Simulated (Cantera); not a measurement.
A closed system holds: 1 mol Si, 27 mol HCl, 2.5 mol H2, equilibrated at 10.0 Torr.

Method: chemical equilibrium by Gibbs-energy minimisation in Cantera with the NASA 1993 tables (ideal gas, pure condensed phases). Candidate condensed phases: Si; 19 gas species. The tables' values for SiCl3 are old estimates; treat these amounts as uncertain. Equilibrium is a limit: real reactors are often held back by kinetics, nucleation or transport.

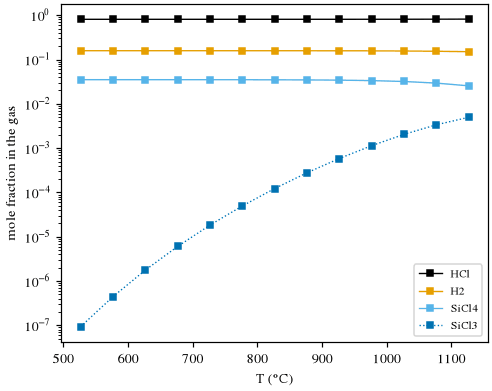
Figure: Equilibrium gas composition (values under 1e-9 drawn at 1e-9)

From 527 °C to 1127 °C nothing is condensed. The main Si-bearing gas is SiCl4 throughout.
